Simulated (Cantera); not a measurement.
Charge: 1 mol Si₂H₆, 0.9 mol HCl, a varied amount of H₂, at 1098.15 K and 13000 Pa.

Equilibrium computed with Cantera from the NASA thermochemical tables; the gas is ideal and each condensed phase is pure. Candidate condensed phases: Si; 19 gas species. The feed counts by its element totals alone. The tables' values for SiCl₃ are old estimates; treat these amounts as uncertain. The numbers say what is thermodynamically allowed, not how fast it happens.

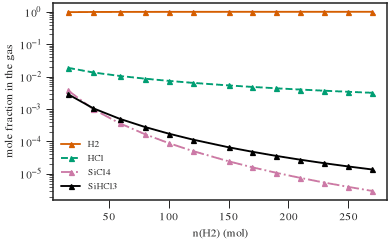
Fig. 1. Equilibrium gas composition (values under 1e-9 drawn at 1e-9)

Problem. Read off the mole fractions at 190 mol H₂.

Solution. H₂ about 1.00, HCl about 0.0044, SiHCl₃ about 3.6e-5, SiCl₄ about 1.1e-5.
